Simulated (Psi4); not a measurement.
ZnHBr: geometry relaxation (part 2 of 3)

ZnHBr; wB97X-D/def2-SVP, RKS (Psi4 1.11). The geometry comes from this level: PBE0-D4/def2-TZVP.

Geometry of the input (Å):
```
Zn -0.1938  -0.1113  -0.1182
Br 1.5894  0.7299  0.9485
H  -1.4065  -0.6833  -0.8435
```

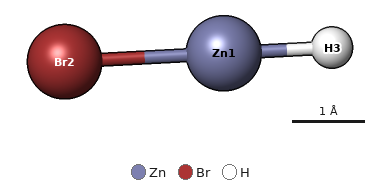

**Figure 1.** The structure as given in the input (ball-and-stick view, seen at a tilt; atoms are numbered from 1 in the order of the input). Sticks mark near contacts.

### Output, continued
```
	----------------------------------------------------------------------------------------------~
	   Step    Total Energy     Delta E     Max Force     RMS Force      Max Disp      RMS Disp   ~
	----------------------------------------------------------------------------------------------~
	  Convergence Criteria     1.00e-06 *    3.00e-04 *             o    1.20e-03 *             o~
	----------------------------------------------------------------------------------------------~
	     1   -4353.73878839   -4.35e+03      1.11e-03      5.92e-04 o    6.51e-03      3.51e-03 o  ~
	----------------------------------------------------------------------------------------------

Next Geometry in Ang
	Fragment 1 (Ang)

	   Zn   0.0000087447   0.0000128968  -1.2174954050
	   Br  -0.0000041990  -0.0000061927   1.0207717216
	    H   0.0000614164   0.0000905775  -2.7433312862

    Structure for next step:
    Molecular point group: c1
    Full point group: C1

    Geometry (in Bohr), charge = 0, multiplicity = 1:

    ZN           0.000000000000    -0.000001034387    -2.300199182957
    BR           0.000000000000    -0.000001034387     1.929512682170
    H           -0.000000000045     0.000146612375    -5.183611112427

gradient() will perform analytic gradient computation.

   => Loading Basis Set <=

    Name: DEF2-SVP
    Role: ORBITAL
    Keyword: BASIS

   => WB97X-D: Empirical Dispersion <=

    Chai and Head-Gordon Dispersion Correction

        s6 =       1.000000

         ---------------------------------------------------------
                                   SCF
                              RKS Reference
                        1 Threads,   1525 MiB Core
         ---------------------------------------------------------

  ==> Geometry <==

    Molecular point group: c1
    Full point group: C1

    Geometry (in Bohr), charge = 0, multiplicity = 1:

       Center              X                  Y                   Z               Mass
    ------------   -----------------  -----------------  -----------------  -----------------
         ZN           0.000000000000    -0.000001034387    -2.300199182957    63.929142010000
         BR           0.000000000000    -0.000001034387     1.929512682170    78.918337600000
         H           -0.000000000045     0.000146612375    -5.183611112427     1.007825032230

  Running in c1 symmetry.

  Rotational constants: A = 2878493772.05481  B =      0.09133  C =      0.09133 [cm^-1]
  Rotational constants: A = 86295072326200.39062  B =   2738.03114  C =   2738.03114 [MHz]
  Nuclear repulsion =  263.568682970717703

  Charge       = 0
  Multiplicity = 1
  Electrons    = 66
  Nalpha       = 33
  Nbeta        = 33

  ==> Algorithm <==

  SCF Algorithm Type is DF.
  DIIS enabled.
  MOM disabled.
  Fractional occupation disabled.
  Guess Type is READ.
  Energy threshold   = 1.00e-08
  Density threshold  = 1.00e-08
  Integral threshold = 1.00e-12

  ==> Primary Basis <==

  Basis Set: DEF2-SVP
    Blend: DEF2-SVP
    Number of shells: 26
    Number of basis functions: 68
    Number of Cartesian functions: 76
    Spherical Harmonics?: true
    Max angular momentum: 3

  ==> DFT Potential <==

   => LibXC <=

    Version 7.1.2

   => Composite Functional: WB97X-D <=

    wB97X-D Hyb-GGA Exchange-Correlation Functional

    Deriv               =              1
    GGA                 =           TRUE
    Meta                =          FALSE

    Exchange Hybrid     =           TRUE
    MP2 Hybrid          =          FALSE

   => Exchange-Correlation Functionals <=

    1.0000   wB97X-D range-separated functional

   => Exact (HF) Exchange <=

    0.7780            HF,LR [omega = 0.2000]
    0.2220               HF

   => LibXC Density Thresholds  <==

    XC_HYB_GGA_XC_WB97X_D:  1.00E-14

   => Molecular Quadrature <=

    Radial Scheme          =       TREUTLER
    Pruning Scheme         =           NONE
    Nuclear Scheme         =       TREUTLER

    Blocking Scheme        =         OCTREE
    BS radius alpha        =              1
    Pruning alpha          =              1
    Radial Points          =             75
    Spherical Points       =            302
    Total Points           =          65032
    Total Blocks           =            582
    Max Points             =            256
    Max Functions          =             68
    Weights Tolerance      =       1.00E-15

   => Loading Basis Set <=

    Name: (DEF2-SVP AUX)
    Role: JKFIT
    Keyword: DF_BASIS_SCF

   => Loading Basis Set <=

    Name: DEF2-SVP
    Role: ORBITAL
    Keyword: BASIS

  Reading orbitals from file s0/calc.mol.559848.180.npy, no projection.

  ==> Integral Setup <==

  DFHelper Memory: AOs need 0.057 GiB; user supplied 1.034 GiB.
  SCF_SUBTYPE=INCORE selected. In-core MEM_DF algorithm will be used.
  Using in-core AOs.

  ==> MemDFJK: Density-Fitted J/K Matrices <==

    J tasked:                   Yes
    K tasked:                   Yes
    wK tasked:                  Yes
    Omega:                2.000E-01
    Memory [MiB]:              1058
    Algorithm:                 Core
    Schwarz Cutoff:           1E-12
    Mask sparsity (%):       6.1419
    Fitting Condition:        1E-10

   => Auxiliary Basis Set <=

  Basis Set: (DEF2-SVP AUX)
    Blend: DEF2-UNIVERSAL-JKFIT
    Number of shells: 124
    Number of basis functions: 548
    Number of Cartesian functions: 768
    Spherical Harmonics?: true
    Max angular momentum: 6

  Cached 100.0% of DFT collocation blocks in 0.084 [GiB].

  Minimum eigenvalue in the overlap matrix is 3.7882613590E-02.
  Reciprocal condition number of the overlap matrix is 1.1807293792E-02.
    Using symmetric orthogonalization.

  ==> Pre-Iterations <==

  SCF Guess: Orbitals guess was supplied from a previous computation.

   -------------------------------------------------------
    Irrep   Nso     Nmo     Nalpha   Nbeta   Ndocc  Nsocc
   -------------------------------------------------------
     A         68      68      33      33      33       0
   -------------------------------------------------------
    Total      68      68      33      33      33       0
   -------------------------------------------------------

  ==> Iterations <==

                           Total Energy        Delta E     RMS |[F,P]|

   @DF-RKS iter   0: -4353.73944947323253   -4.35374e+03   1.64294e-04
   @DF-RKS iter   1: -4353.73879159940134    6.57874e-04   9.90452e-06 DIIS
   @DF-RKS iter   2: -4353.73879181984466   -2.20443e-07   5.90596e-06 DIIS
   @DF-RKS iter   3: -4353.73879187438615   -5.45415e-08   1.21311e-06 DIIS
   @DF-RKS iter   4: -4353.73879187576858   -1.38243e-09   2.63080e-07 DIIS
   @DF-RKS iter   5: -4353.73879187597049   -2.01908e-10   1.97567e-07 DIIS
   @DF-RKS iter   6: -4353.73879187603961   -6.91216e-11   2.54218e-08 DIIS
   @DF-RKS iter   7: -4353.73879187604416   -4.54747e-12   7.32238e-09 DIIS
  Energy and wave function converged.

  ==> Post-Iterations <==

   Electrons on quadrature grid:
      Ntotal   =   65.9999990431 ; deviation = -9.569e-07

    Orbital Energies [Eh]
    ---------------------

    Doubly Occupied:

       1A   -483.034578     2A   -347.556466     3A    -62.617053
       4A    -56.423271     5A    -56.421606     6A    -56.421606
       7A    -42.429081     8A    -37.400663     9A    -37.400663
      10A    -37.399385    11A     -8.785551    12A     -6.606851
      13A     -6.600074    14A     -6.600074    15A     -4.973021
      16A     -3.358326    17A     -3.358326    18A     -3.356335
      19A     -2.711470    20A     -2.709467    21A     -2.709467
      22A     -2.704131    23A     -2.704101    24A     -0.843473
      25A     -0.632408    26A     -0.623124    27A     -0.623124
      28A     -0.622435    29A     -0.622429    30A     -0.449074
      31A     -0.395158    32A     -0.366828    33A     -0.366828

    Virtual:

      34A      0.050243    35A      0.093963    36A      0.093963
      37A      0.134455    38A      0.328952    39A      0.441911
      40A      0.618501    41A      0.618501    42A      0.628823
      43A      0.628828    44A      0.629218    45A      0.690716
      46A      0.727373    47A      0.727373    48A      1.024245
      49A      1.294319    50A      1.294319    51A      1.376418
      52A      1.376422    53A      1.608251    54A      1.754552
      55A      1.754552    56A      2.297653    57A      3.539751
      58A      3.539774    59A      3.574048    60A      3.574048
      61A      3.822886    62A      6.580391    63A      6.580391
      64A      6.583053    65A      6.583092    66A      6.588228
      67A      6.588228    68A      6.637358

    Final Occupation by Irrep:
              A
    DOCC [    33 ]
    NA   [    33 ]
    NB   [    33 ]

  @DF-RKS Final Energy: -4353.73879187604416

   => Energetics <=

    Nuclear Repulsion Energy =            263.5686829707177026
    One-Electron Energy =               -6591.1914272152498597
    Two-Electron Energy =                2095.7727225845019348
    DFT Exchange-Correlation Energy =    -121.8885492996054296
    Empirical Dispersion Energy =          -0.0002209164082657
    VV10 Nonlocal Energy =                  0.0000000000000000
    Total Energy =                      -4353.7387918760441607

Computation Completed

Properties will be evaluated at   0.000000,   0.000000,   0.000000 [a0]

Properties computed using the SCF density matrix

 Multipole Moments:

 ------------------------------------------------------------------------------------
     Multipole            Electronic (a.u.)      Nuclear  (a.u.)        Total (a.u.)
 ------------------------------------------------------------------------------------

 L = 1.  Multiply by 2.5417464519 to convert [e a0] to [Debye]
 Dipole X            :          0.0000000           -0.0000000            0.0000000
 Dipole Y            :         -0.0001219            0.0000794           -0.0000426
 Dipole Z            :          5.9457923           -6.6566427           -0.7108504
 Magnitude           :                                                    0.7108505

 ------------------------------------------------------------------------------------

	total time  =          1 seconds =       0.02 minutes

         ------------------------------------------------------------
                                   SCF GRAD
         ------------------------------------------------------------

  ==> Geometry <==

    Molecular point group: c1
    Full point group: C1

    Geometry (in Bohr), charge = 0, multiplicity = 1:

       Center              X                  Y                   Z               Mass
    ------------   -----------------  -----------------  -----------------  -----------------
         ZN           0.000000000000    -0.000001034387    -2.300199182957    63.929142010000
         BR           0.000000000000    -0.000001034387     1.929512682170    78.918337600000
         H           -0.000000000045     0.000146612375    -5.183611112427     1.007825032230

  Nuclear repulsion =  263.568682970717703

  ==> Basis Set <==

  Basis Set: DEF2-SVP
    Blend: DEF2-SVP
    Number of shells: 26
    Number of basis functions: 68
    Number of Cartesian functions: 76
    Spherical Harmonics?: true
    Max angular momentum: 3

  ==> DFJKGrad: Density-Fitted SCF Gradients <==

    Gradient:                    1
    J tasked:                  Yes
    K tasked:                  Yes
    wK tasked:                 Yes
    Omega:               2.000E-01
    Integrals threads:           1
    Memory [MiB]:             1144
    Schwarz Cutoff:          1E-12
    Fitting Condition:       1E-10

   => Auxiliary Basis Set <=

  Basis Set: (DEF2-SVP AUX)
    Blend: DEF2-UNIVERSAL-JKFIT
    Number of shells: 124
    Number of basis functions: 548
    Number of Cartesian functions: 768
    Spherical Harmonics?: true
    Max angular momentum: 6

  ==> DFT Potential <==

   => LibXC <=

    Version 7.1.2

   => Composite Functional: WB97X-D <=

    wB97X-D Hyb-GGA Exchange-Correlation Functional

    Deriv               =              1
    GGA                 =           TRUE
    Meta                =          FALSE

    Exchange Hybrid     =           TRUE
    MP2 Hybrid          =          FALSE

   => Exchange-Correlation Functionals <=

    1.0000   wB97X-D range-separated functional

   => Exact (HF) Exchange <=

    0.7780            HF,LR [omega = 0.2000]
    0.2220               HF

   => LibXC Density Thresholds  <==

    XC_HYB_GGA_XC_WB97X_D:  1.00E-14

   => Molecular Quadrature <=

    Radial Scheme          =       TREUTLER
    Pruning Scheme         =           NONE
    Nuclear Scheme         =       TREUTLER

    Blocking Scheme        =         OCTREE
    BS radius alpha        =              1
    Pruning alpha          =              1
    Radial Points          =             75
    Spherical Points       =            302
    Total Points           =          65032
    Total Blocks           =            582
    Max Points             =            256
    Max Functions          =             68
    Weights Tolerance      =       1.00E-15

  -Total Gradient:
     Atom            X                  Y                   Z
    ------   -----------------  -----------------  -----------------
       1        0.000000000498    -0.000001709646    -0.000441572802
       2       -0.000000000146     0.000000650148     0.000022895662
       3       -0.000000000342     0.000000948300    -0.000140388077

	total time  =          1 seconds =       0.02 minutes

    			-----------------------------------------

    			 OPTKING 3.0: for geometry optimizations

    			        with contributions from

    			-----------------------------------------

	                            ===> Fragment 1 <==

	 Z (Atomic Numbers)          Masses                          Geom
	      30.000000            63.929142          0.00000000 -0.00000103 -2.30019918
	      35.000000            78.918338          0.00000000 -0.00000103  1.92951268
	       1.000000             1.007825         -0.00000000  0.00014661 -5.18361111

	 - Coordinate -           - BOHR/RAD -       - ANG/DEG -
	 R(1,2)           =         4.229712           2.238267
	 R(1,3)           =         2.883412           1.525836
	 L(2,1,3)         =         3.141541         179.997066
	 l(2,1,3)         =         3.141593         180.000000

	        --- Internal Coordinate Step in ANG or DEG, aJ/ANG or AJ/DEG ---
	-------------------------------------------------------------------------------
	           Coordinate      Previous         Force          Change          New
	           ----------      --------        ------          ------        ------
	               R(1,2)       2.23827       -0.00172       -0.00080       2.23747
	               R(1,3)       1.52584        0.00038        0.00019       1.52602
	             L(2,1,3)     179.99707        0.00000        0.00125     179.99832
	             l(2,1,3)     180.00000        0.00000        0.00000     180.00000
	-------------------------------------------------------------------------------

	                                 ==> Convergence Check <==

	Measures of convergence in internal coordinates in au.

	Criteria marked as inactive (o), active & met (*), and active & unmet ( ).
```
